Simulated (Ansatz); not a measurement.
# C$_{3}$H$_{5}$Br: what the fields show

The calculation's input:

```
crystal:
  periodic: [false, false, false]
  atoms:
    - {symbol: C, position_ang: [-2.407021, 2.240209, -0.789655]}
    - {symbol: C, position_ang: [-1.156777, 1.874311, -0.522613]}
    - {symbol: C, position_ang: [-0.237722, 1.088917, -1.407614]}
    - {symbol: Br, position_ang: [-0.369419, 2.374276, 1.175778]}
    - {symbol: H, position_ang: [-3.015719, 2.810568, -0.097766]}
    - {symbol: H, position_ang: [-2.853328, 1.961915, -1.741654]}
    - {symbol: H, position_ang: [0.075618, 0.156870, -0.923568]}
    - {symbol: H, position_ang: [-0.744709, 0.842456, -2.346788]}
    - {symbol: H, position_ang: [0.670170, 1.657806, -1.638376]}
basis:
  gaussian:
    orbitals: def2-TZVPD
hamiltonian:
  xc: pbe0
output: {forces: true, orbitals: {seedname: orbitals}}
```

Launched as:

```sh
ansatz run input.yaml --threads 1 --pin off --max-ram 2610MiB --events-out events.jsonl --progress --plain --runs-dir runs
```

Geometry: B3LYP/6-31G*.

All numbers below come from Ansatz 0.2.0, isolated molecule in a Gaussian basis; Kohn-Sham density functional theory, functional PBE0.

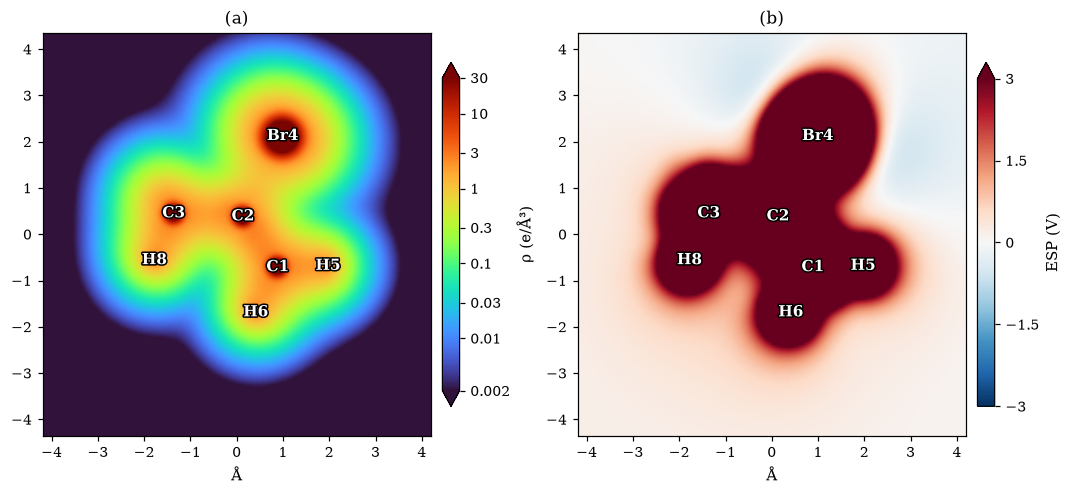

Figure 1. (a) total electron density; (b) electrostatic potential on the plane of atoms C2, C1 and H6.

Describe what can be read from this map.

Answer. The section cuts through C, Br and H sites. C–C (1.33 Å): ρ at the midpoint is about 2.4 e/Å³. C–Br (1.94 Å): ρ at the midpoint is about 1.1 e/Å³. C–H (1.08 Å): ρ at the midpoint is about 2 e/Å³. C–C (1.50 Å): ρ is about 1.8 e/Å³ halfway. Outside the dense part of the molecule the potential is most negative (−0.5 V) near Br4.

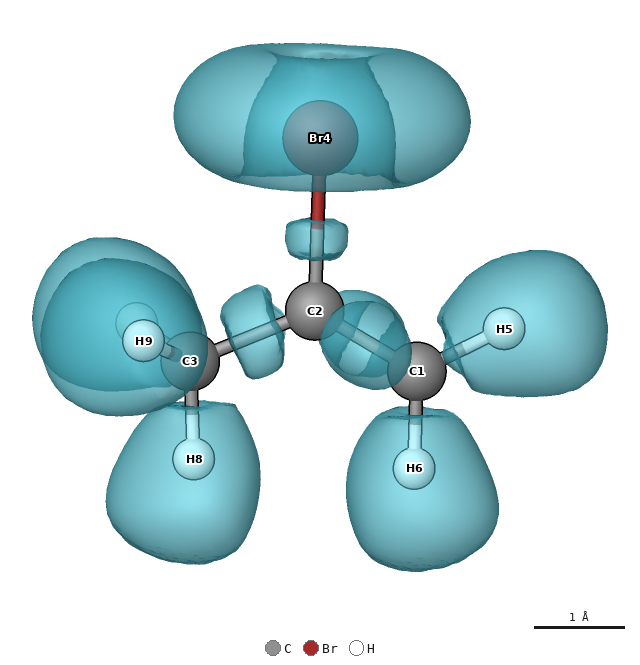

Figure 2. Isosurface of the ELF at 0.75 (cyan), seen across its widest extent. Only the valence region is drawn (cores and ρ < 0.01 e/Å³ removed).

Describe the localisation domains.

Answer. The ELF exceeds this value in one region between bonded Br–C atoms (shared pairs), two regions between bonded C–C atoms (shared pairs), five regions around hydrogen nuclei and one ring or bowl of non-bonding electrons around Br. Along the contacts the grid gives the following. C–C (1.33 Å): the ELF peaks at about 0.95 between the atoms (a short, multiple covalent bond). C–Br (1.94 Å): the ELF peaks at about 0.85 between the atoms: a shared electron pair.

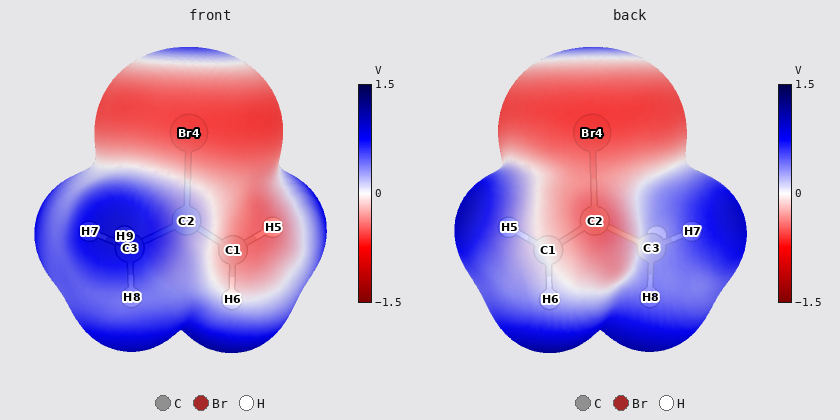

Figure 3. The molecular electrostatic potential painted on the density surface at 0.002 e/bohr³, seen from the front and from behind; red is negative and blue positive.

Which sites attract a positive test charge, and which a negative one?

Answer. A positive charge is drawn to the negative regions and a negative charge to the positive ones. The most negative region (about −0.6 V, or −14 kcal/mol for a unit charge) lies over Br4, the most positive (about +1.1 V, or +25 kcal/mol for a unit charge) over H6. Br4 shows a σ-hole: about +0.6 V, or +14 kcal/mol for a unit charge at the tip opposite its bond, against about −0.5 V, or −12 kcal/mol for a unit charge on its flanks.

How polar is the molecule by this calculation?

Answer. Its dipole moment is 1.83 D.

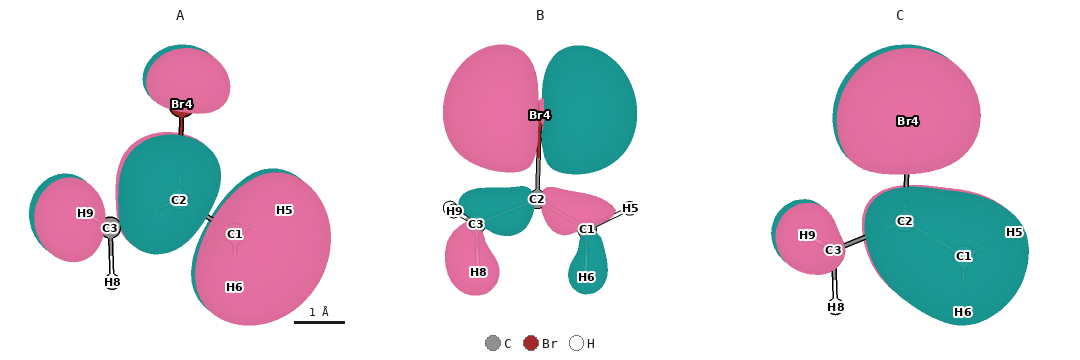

Figure 4. Three frontier orbitals at ±0.06 Å⁻³ᐟ² (teal and pink are the two phases), in no order.

Order the three orbitals by energy and name them.

Answer. B is the HOMO−1 (−8.17 eV). It lies mainly on Br4 (about 90 %); largely a lone pair of Br4. C is the HOMO (−7.29 eV). Its weight (Hirshfeld) is mainly on Br4 (about 40 %), C1 (about 30 %) and C2 (about 20 %). A is the LUMO (−0.27 eV). Its weight (Hirshfeld) is mainly on C1 (about 35 %), C2 (about 30 %), Br4 (about 10 %), H5 (about 5 %) and H6 (about 5 %); π-antibonding (π*) across C1–C2.

What is the HOMO–LUMO gap?

Answer. 7.02 eV between the orbital energies.
